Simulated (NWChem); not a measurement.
# One shape, several levels: C2H9AlSi (SMILES C[SiH](C)[AlH2])

Aim: a comparison of 3 runs (HF/def2-SVP, B2PLYP/6-31G*, PBE0/def2-SVP) of C2H9AlSi. 

The results are computed with NWChem 7.3.0.

## (1) The structure to begin with

The species is C2H9AlSi (13 atoms), meant as a singlet with charge 0. SMILES: `C[SiH](C)[AlH2]`. Geometry: relaxed at PBE0-D4/def2-TZVP.

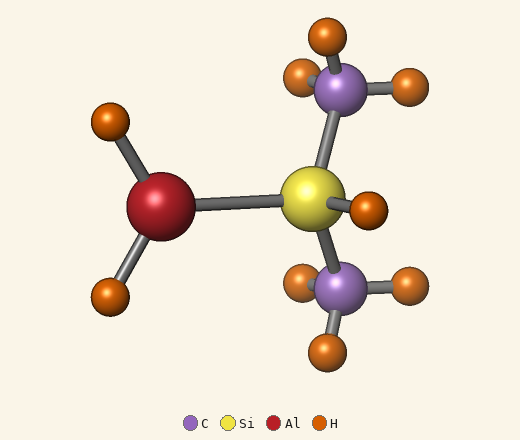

The structure, seen from a chosen angle (carbon purple, silicon yellow, aluminium red, hydrogen orange).

## (2) Energy and forces at HF/def2-SVP (run 1)

Input file c2h9alsi.xyz:

```xyz
13
C2H9AlSi hf
C     -0.866600     1.411600    -0.714500
Si    -0.138800    -0.288000    -0.351000
C      1.742200    -0.215000    -0.436200
Al    -0.964000    -1.250200     1.760500
H     -1.958500     1.381800    -0.711700
H     -0.550700     2.142800     0.033900
H     -0.539400     1.770100    -1.694100
H     -0.602000    -1.216600    -1.435400
H      2.070400     0.143000    -1.415700
H      2.144200     0.462300     0.321500
H      2.182900    -1.200600    -0.270400
H     -0.100900    -2.306700     2.585400
H     -2.398600    -0.869500     2.342400
```

Input file c2h9alsi.nw:

```
start c2h9alsi
title "C2H9AlSi hf"
memory stack 880 mb heap 220 mb global 1100 mb

geometry noautosym nocenter noautoz
   load format xyz c2h9alsi.xyz
end

basis "ao basis" spherical bse
   * library def2-SVP
end

scf
   thresh 1e-08
   maxiter 80
end

task scf gradient
```

Started as:

```
$ nwchem c2h9alsi.nw > c2h9alsi.out
```

The log of the run:

```text
[...]
  functions       =   109
[...]
  wavefunction    = RHF
[...]
         Total SCF energy =   -611.596166424936
      One-electron energy =  -1237.406766896424
      Two-electron energy =    428.945446193817
 Nuclear repulsion energy =    196.865154277671
        Time for solution =     12.0s
[...]
                         RHF ENERGY GRADIENTS
    atom               coordinates                        gradient
                 x          y          z           x          y          z
   1 C      -1.637637   2.667537  -1.350209    0.001601  -0.004409   0.000904
   2 Si     -0.262294  -0.544241  -0.663294    0.002675   0.005079   0.004369
   3 C       3.292281  -0.406291  -0.824298   -0.004710  -0.000435   0.000292
   4 Al     -1.821696  -2.362535   3.326863    0.002271   0.002557  -0.006307
   5 H      -3.701028   2.611223  -1.344918    0.000003  -0.000411   0.000291
   6 H      -1.040672   4.049305   0.064062    0.000169  -0.000512   0.000223
   7 H      -1.019318   3.345004  -3.201385    0.000437  -0.000418  -0.000287
   8 H      -1.137615  -2.299041  -2.712513   -0.000462  -0.000873  -0.000748
   9 H       3.912489   0.270231  -2.675285   -0.000514   0.000177  -0.000421
  10 H       4.051950   0.873620   0.607547   -0.000576  -0.000072   0.000129
  11 H       4.125083  -2.268805  -0.510982   -0.000418  -0.000148   0.000234
[...]
```

Run time: 16 s. Hardware: 1 thread of Intel Xeon 6975P-C (Granite Rapids), shared host; peak memory 0.1 GiB.

## (3) A single-point energy at B2PLYP/6-31G(d) (spherical functions) (run 2)

Input file m1.nw:

```
start m1
title "C2H9AlSi B2PLYP"
memory total 2200 mb

geometry units angstroms noautosym nocenter noautoz
C       -0.866600       1.411600      -0.714500
Si      -0.138800      -0.288000      -0.351000
C        1.742200      -0.215000      -0.436200
Al      -0.964000      -1.250200       1.760500
H       -1.958500       1.381800      -0.711700
H       -0.550700       2.142800       0.033900
H       -0.539400       1.770100      -1.694100
H       -0.602000      -1.216600      -1.435400
H        2.070400       0.143000      -1.415700
H        2.144200       0.462300       0.321500
H        2.182900      -1.200600      -0.270400
H       -0.100900      -2.306700       2.585400
H       -2.398600      -0.869500       2.342400
end

basis spherical bse
C library 6-31G*
Si library 6-31G*
Al library 6-31G*
H library 6-31G*
end

dft
xc hfexch 0.53 becke88 0.47 lyp 0.73 mp2 0.27
dftmp2 semidirect
grid xfine
convergence energy 1e-08
maxiter 100
mulliken
print low
end

mp2
freeze core 12
end

task dft energy
```

Started as:

```
$ nwchem m1.nw > m1.out
```

The log of the run:

```text
[...]
 d= 0,ls=0.0,diis     1   -612.9542229033 -8.10D+02  6.09D-03  2.04D-01     4.3
[...]
 d= 0,ls=0.0,diis     8   -612.9912938713 -8.82D-10  2.84D-07  2.17D-10    30.4
         Total DFT energy =     -612.991293871251
      One electron energy =    -1238.188428851127
           Coulomb energy =      481.667333545627
    Exchange-Corr. energy =      -53.335352843422
 Nuclear repulsion energy =      196.865154277671
[...]
      Total Density - Mulliken Population Analysis
     ---------------------------------------------
    Atom       Charge   Shell Charges
 -----------   ------   -------------------------------------------------------
    1 C    6     6.71   2.00  0.65  2.10  0.71  1.22  0.03
    2 Si  14    13.54   2.00  2.00  5.97  0.94  1.84  0.27  0.37  0.16
    3 C    6     6.71   2.00  0.65  2.10  0.71  1.22  0.03
    4 Al  13    12.68   2.00  2.00  5.97  0.93  1.23  0.22  0.23  0.11
    5 H    1     0.83   0.52  0.31
    6 H    1     0.84   0.52  0.32
    7 H    1     0.83   0.52  0.31
    8 H    1     1.12   0.51  0.61
    9 H    1     0.83   0.52  0.31
   10 H    1     0.84   0.52  0.32
[...]
  Basis functions       =     82
[...]
```

It took 33 s on 1 thread of Intel Xeon 6975P-C (Granite Rapids), shared host; peak memory 0.22 GiB.

## (4) Energy and forces at PBE0/def2-SVP (run 3)

Input file c2h9alsi.nw:

```
start c2h9alsi
memory 2200 mb

geometry noautosym nocenter noautoz
  C     -0.866600     1.411600    -0.714500
  Si    -0.138800    -0.288000    -0.351000
  C      1.742200    -0.215000    -0.436200
  Al    -0.964000    -1.250200     1.760500
  H     -1.958500     1.381800    -0.711700
  H     -0.550700     2.142800     0.033900
  H     -0.539400     1.770100    -1.694100
  H     -0.602000    -1.216600    -1.435400
  H      2.070400     0.143000    -1.415700
  H      2.144200     0.462300     0.321500
  H      2.182900    -1.200600    -0.270400
  H     -0.100900    -2.306700     2.585400
  H     -2.398600    -0.869500     2.342400
end

basis "ao basis" spherical bse
  * library def2-SVP
end

dft
  xc pbe0
  mult 1
  grid fine
  convergence energy 1e-08
  iterations 100
  mulliken
  noprint "final vectors analysis"
end

task dft gradient
```

Started as:

```
$ nwchem c2h9alsi.nw > c2h9alsi.out
```

The log of the run, cut to the lines that bear on the results:

```text
[...]
          Wavefunction type:  closed shell.
          No. of atoms     :    13
          No. of electrons :    48
[...]
          Charge           :     0
          Spin multiplicity:     1
[...]
          AO basis - number of functions:   109
[...]
              XC Information
              --------------
                         PBE0 Method XC Functional
                     Hartree-Fock (Exact) Exchange  0.250
          PerdewBurkeErnzerhof Exchange Functional  0.750
            Perdew 1991 LDA Correlation Functional  1.000 local
           PerdewBurkeErnz. Correlation Functional  1.000 non-local
[...]
 d= 0,ls=0.0,diis     1   -612.9411595958 -8.10D+02  5.54D-03  2.34D-01     2.5
[...]
 d= 0,ls=0.0,diis     8   -612.9730407062 -7.44D-10  7.86D-07  5.64D-09    17.3
         Total DFT energy =     -612.973040706219
      One electron energy =    -1237.884234797878
           Coulomb energy =      481.462201894273
    Exchange-Corr. energy =      -53.416162080285
 Nuclear repulsion energy =      196.865154277671
[...]
      Total Density - Mulliken Population Analysis
     ---------------------------------------------
[...]
  wavefunction    = closed shell
                         DFT ENERGY GRADIENTS
    atom               coordinates                        gradient
                 x          y          z           x          y          z
   1 C      -1.637637   2.667537  -1.350209   -0.000861   0.002276  -0.000835
   2 Si     -0.262294  -0.544241  -0.663294    0.000976   0.001329  -0.001570
   3 C       3.292281  -0.406291  -0.824298    0.002557   0.000177  -0.000415
   4 Al     -1.821696  -2.362535   3.326863   -0.000195  -0.000256   0.000356
   5 H      -3.701028   2.611223  -1.344918    0.005758   0.000116   0.000086
   6 H      -1.040672   4.049305   0.064062   -0.001622  -0.003876  -0.003845
   7 H      -1.019318   3.345004  -3.201385   -0.001687  -0.001822   0.005105
   8 H      -1.137615  -2.299041  -2.712513    0.000882   0.001710   0.001743
   9 H       3.912489   0.270231  -2.675285   -0.001674  -0.001826   0.005074
  10 H       4.051950   0.873620   0.607547   -0.002185  -0.003549  -0.003921
  11 H       4.125083  -2.268805  -0.510982   -0.002382   0.005194  -0.000790
[...]
```

It took 23 s on 1 thread of Intel Xeon 6975P-C (Granite Rapids), shared host; peak memory 0.13 GiB.

## (5) The series

```csv
run,level,task,iteration cap,energy (Eh),dipole moment (D),largest force (eV/Å),wall time
1,HF/def2-SVP,gradient,80,-611.596166,0.87,0.371,16 s
2,B2PLYP/6-31G* (spherical functions),energy,100,-613.122308,–,–,33 s
3,PBE0/def2-SVP,gradient,100,-612.973041,1.02,0.297,23 s
```

## (6) Results

| quantity | value |
| --- | --- |
| run 3: total energy | -612.97304 Eh |
| run 3: dipole moment | 1.02 D |
| run 3: largest force on an atom | 0.297 eV/Å |

**Reading.** Totals of different functionals can't be ranked against each other. All runs together took 72 s, the longest 33 s.
